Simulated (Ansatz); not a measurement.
**SiNH4 (SMILES [NH][SiH3]): UCCSD/def2-TZVP**

Aim: the vertical doublet–quartet gap of SiNH4 at UCCSD/def2-TZVP, from 2 runs. 

The results are computed with Ansatz 0.2.0.

43 further runs of the same task are left out: 43 set aside as unsound or not needed.

## 1. The system as given

SiNH4: 6 atoms, total charge 0, spin state doublet. As SMILES, `[NH][SiH3]`. The coordinates come from a PBE0-D4/def2-TZVP relaxation.

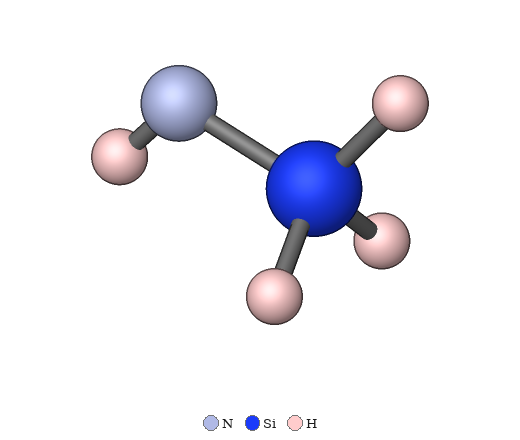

The structure, seen from a chosen angle (nitrogen light blue, silicon blue, hydrogen pink).

## 2. The energy at UCCSD/def2-TZVP

The input, molecule.yaml:

```yaml
crystal:
  periodic: [false, false, false]
  atoms:
    - {symbol: N, position_ang: [0.592100, -0.835200, 0.909500]}
    - {symbol: Si, position_ang: [-0.203700, 0.347600, -0.110000]}
    - {symbol: H, position_ang: [0.922800, -1.640700, 0.372700]}
    - {symbol: H, position_ang: [-1.310600, -0.282300, -0.885500]}
    - {symbol: H, position_ang: [0.789500, 0.911800, -1.068900]}
    - {symbol: H, position_ang: [-0.748100, 1.434800, 0.736200]}
basis:
  gaussian: {orbitals: def2-TZVP}
magnetization: {spin_polarized: true, initial_magnetization: 1}
correlation: {method: ccsd, frozen_orbitals: {H: 0, "N": 1, Si: 5}}
accuracy: high
scf: {omitted_lower_state_checks: [cluster_reference, increment]}
```

Launch:

```
$ ansatz run molecule.yaml --threads 1 --pin off --max-ram 3480MiB --events-out events.jsonl --progress --plain --runs-dir runs
```

The program printed:

```text
Warning: RAYON_NUM_THREADS=1 ignored (pool sized by the plan → 1); use --threads N
Functional definition: HF
  name "HF"
  exchange = exact_x
  correlation = 0
these checks for a lower state are left out or cut short: cluster_reference, increment
1669 factors; integrals over basis functions are off by at most 3.6e-9 eV
mean field evaluation 1: about -9403.8411 eV, gradient 2.1e1 eV
mean field evaluation 2: about -9403.8520 eV, gradient 2.1e1 eV
mean field evaluation 4: about -9407.0770 eV, gradient 3.1e0 eV
mean field evaluation 8: about -9407.2478 eV, gradient 1.5e-1 eV
mean field evaluation 16: about -9407.0820 eV, gradient 2.0e0 eV
mean field evaluation 32: about -9407.2442 eV, gradient 9.6e-1 eV
mean field -9407.24835524 eV, -345.7100005931 hartree, gradient 6.0e-8 eV, S^2 0.759225; 4 other end points of the search recorded, 0 dependent functions left out
6 core orbitals not correlated: weight in the atoms' cores, before any rotation towards them, 1.000 or more for the frozen orbitals, at most 0.000 for the correlated occupied ones
reference -9407.24835524 eV, -345.7100005931 hartree; 7, 6 occupied and 79, 80 virtual orbitals, 1669 factors
second order -7.85455669 eV of doubles, -0.00000000 eV of singles
cycle   1  -8.58296196 eV  change   -7.3e-1 eV  update   6.7e-2
cycle   2  -8.87588511 eV  change   -2.9e-1 eV  update   2.3e-2
cycle   3  -8.91310507 eV  change   -3.7e-2 eV  update   1.1e-2
cycle   4  -8.91185134 eV  change    1.3e-3 eV  update   5.3e-3
cycle   5  -8.91282296 eV  change   -9.7e-4 eV  update   2.7e-3
cycle   6  -8.91341284 eV  change   -5.9e-4 eV  update   1.0e-3
cycle   7  -8.91356371 eV  change   -1.5e-4 eV  update   3.8e-4
cycle   8  -8.91366236 eV  change   -9.9e-5 eV  update   1.3e-4
cycle   9  -8.91362546 eV  change    3.7e-5 eV  update   5.4e-5
cycle  10  -8.91361018 eV  change    1.5e-5 eV  update   2.6e-5
cycle  11  -8.91361417 eV  change   -4.0e-6 eV  update   1.8e-5
cycle  12  -8.91361369 eV  change    4.8e-7 eV  update   1.5e-5
cycle  13  -8.91361800 eV  change   -4.3e-6 eV  update   1.2e-5
cycle  14  -8.91361310 eV  change    4.9e-6 eV  update   7.6e-6
cycle  15  -8.91361063 eV  change    2.5e-6 eV  update   3.1e-6
cycle  16  -8.91361128 eV  change   -6.6e-7 eV  update   1.4e-6
cycle  17  -8.91361115 eV  change    1.3e-7 eV  update   6.6e-7
cycle  18  -8.91361107 eV  change    7.7e-8 eV  update   3.1e-7
cycle  19  -8.91361095 eV  change    1.2e-7 eV  update   1.6e-7
cycle  20  -8.91361097 eV  change   -2.1e-8 eV  update   8.1e-8
cycle  21  -8.91361100 eV  change   -2.5e-8 eV  update   4.5e-8
cycle  22  -8.91361102 eV  change   -2.3e-8 eV  update   2.8e-8
cycle  23  -8.91361103 eV  change   -6.3e-9 eV  update   1.9e-8
cycle  24  -8.91361106 eV  change   -3.4e-8 eV  update   7.3e-8
cycle  25  -8.91361106 eV  change   -3.9e-9 eV  update   2.0e-8
cycle  26  -8.91361107 eV  change   -2.8e-9 eV  update   5.7e-9
cycle  27  -8.91361107 eV  change   4.5e-11 eV  update   2.2e-9
cycle  28  -8.91361107 eV  change   1.8e-10 eV  update  8.7e-10
Total energy: -9416.16196631 eV, -346.0375697579 hartree
Checks for a lower state left out: cluster_reference, increment
```

It took 29 s on 1 thread of Arm Neoverse V2, shared host; peak memory 1 GiB.

## 3. The quartet at the same level

The input, job.yaml:

```yaml
crystal:
  periodic: [false, false, false]
  atoms:
    - {symbol: N, position_ang: [0.592100, -0.835200, 0.909500]}
    - {symbol: Si, position_ang: [-0.203700, 0.347600, -0.110000]}
    - {symbol: H, position_ang: [0.922800, -1.640700, 0.372700]}
    - {symbol: H, position_ang: [-1.310600, -0.282300, -0.885500]}
    - {symbol: H, position_ang: [0.789500, 0.911800, -1.068900]}
    - {symbol: H, position_ang: [-0.748100, 1.434800, 0.736200]}
basis:
  gaussian:
    orbitals: def2-TZVP
magnetization:
  spin_polarized: true
  initial_magnetization: 3
correlation:
  method: ccsd
  frozen_orbitals: {H: 0, "N": 1, Si: 5}
accuracy: high
scf:
  omitted_lower_state_checks: [cluster_reference, increment]
```

Launch:

```
$ ansatz run job.yaml --threads 1 --pin off --max-ram 3480MiB --events-out events.jsonl --progress --plain --runs-dir runs
```

The program printed:

```text
Warning: RAYON_NUM_THREADS=1 ignored (pool sized by the plan → 1); use --threads N
[... 4 set-up lines as earlier in the session ...]
these checks for a lower state are left out or cut short: cluster_reference, increment
1669 factors; integrals over basis functions are off by at most 3.6e-9 eV
mean field evaluation 1: about -9398.2846 eV, gradient 1.3e1 eV
mean field evaluation 2: about -9398.3019 eV, gradient 1.3e1 eV
mean field evaluation 4: about -9400.6869 eV, gradient 3.4e0 eV
mean field evaluation 8: about -9401.1273 eV, gradient 3.6e-1 eV
mean field evaluation 16: about -9401.1450 eV, gradient 3.0e-5 eV
mean field evaluation 32: about -9401.1445 eV, gradient 2.9e-1 eV
mean field -9401.14500263 eV, -345.4857065218 hartree, gradient 4.5e-8 eV, S^2 3.766635; 4 other end points of the search recorded, 0 dependent functions left out
6 core orbitals not correlated: weight in the atoms' cores, before any rotation towards them, 1.000 or more for the frozen orbitals, at most 0.000 for the correlated occupied ones
reference -9401.14500263 eV, -345.4857065218 hartree; 8, 5 occupied and 78, 81 virtual orbitals, 1669 factors
second order -7.06418561 eV of doubles, -0.00000000 eV of singles
cycle   1  -7.89000254 eV  change   -8.3e-1 eV  update   9.0e-2
cycle   2  -8.25842088 eV  change   -3.7e-1 eV  update   4.3e-2
cycle   3  -8.32566609 eV  change   -6.7e-2 eV  update   3.1e-2
cycle   4  -8.35011700 eV  change   -2.4e-2 eV  update   2.1e-2
cycle   5  -8.35556505 eV  change   -5.4e-3 eV  update   9.2e-3
cycle   6  -8.36555070 eV  change   -1.0e-2 eV  update   3.9e-3
cycle   7  -8.36540975 eV  change    1.4e-4 eV  update   1.8e-3
cycle   8  -8.36594551 eV  change   -5.4e-4 eV  update   1.0e-3
cycle   9  -8.36606610 eV  change   -1.2e-4 eV  update   6.7e-4
cycle  10  -8.36592100 eV  change    1.5e-4 eV  update   3.4e-4
cycle  11  -8.36615030 eV  change   -2.3e-4 eV  update   1.9e-4
cycle  12  -8.36610118 eV  change    4.9e-5 eV  update   8.0e-5
cycle  13  -8.36611758 eV  change   -1.6e-5 eV  update   4.5e-5
cycle  14  -8.36607964 eV  change    3.8e-5 eV  update   2.2e-5
cycle  15  -8.36607509 eV  change    4.5e-6 eV  update   1.2e-5
cycle  16  -8.36607527 eV  change   -1.8e-7 eV  update   6.2e-6
cycle  17  -8.36607679 eV  change   -1.5e-6 eV  update   3.0e-6
cycle  18  -8.36607699 eV  change   -2.0e-7 eV  update   1.6e-6
cycle  19  -8.36607741 eV  change   -4.2e-7 eV  update   7.5e-7
cycle  20  -8.36607792 eV  change   -5.1e-7 eV  update   4.4e-7
cycle  21  -8.36607826 eV  change   -3.4e-7 eV  update   1.9e-7
cycle  22  -8.36607837 eV  change   -1.1e-7 eV  update   1.1e-7
cycle  23  -8.36607844 eV  change   -7.4e-8 eV  update   6.3e-8
cycle  24  -8.36607848 eV  change   -3.6e-8 eV  update   4.2e-8
cycle  25  -8.36607841 eV  change    6.6e-8 eV  update   9.3e-8
cycle  26  -8.36607843 eV  change   -2.0e-8 eV  update   3.4e-8
cycle  27  -8.36607841 eV  change    1.6e-8 eV  update   1.6e-8
cycle  28  -8.36607841 eV  change    8.5e-9 eV  update   9.1e-9
cycle  29  -8.36607840 eV  change    5.8e-9 eV  update   5.8e-9
cycle  30  -8.36607840 eV  change    1.4e-9 eV  update   3.1e-9
cycle  31  -8.36607840 eV  change   6.4e-10 eV  update   1.7e-9
cycle  32  -8.36607840 eV  change   1.6e-11 eV  update  7.4e-10
Total energy: -9409.51108103 eV, -345.7931542322 hartree
Checks for a lower state left out: cluster_reference, increment
```

Run time: 34 s. Hardware: 1 thread of Arm Neoverse V2, shared host; peak memory 0.99 GiB.

## 4. Outcome

At UCCSD/def2-TZVP, 6 core orbitals frozen:

```
                                            quantity          value
                               doublet: total energy  -346.03757 Eh
doublet: correlation energy (6 core orbitals frozen)     -327.6 mEh
          doublet: ⟨S²⟩ of the reference determinant          0.759
                              doublet: T1 diagnostic          0.015
                               quartet: total energy  -345.79315 Eh
quartet: correlation energy (6 core orbitals frozen)     -307.4 mEh
          quartet: ⟨S²⟩ of the reference determinant          3.767
                              quartet: T1 diagnostic          0.052
    vertical energy of the quartet above the doublet       6.651 eV
```

What this shows: At this shape the quartet lies 6.65 eV (153 kcal/mol) above the doublet. The T1 diagnostic (quartet) of 0.052 is above the customary mark for such species, so a single reference may not serve.
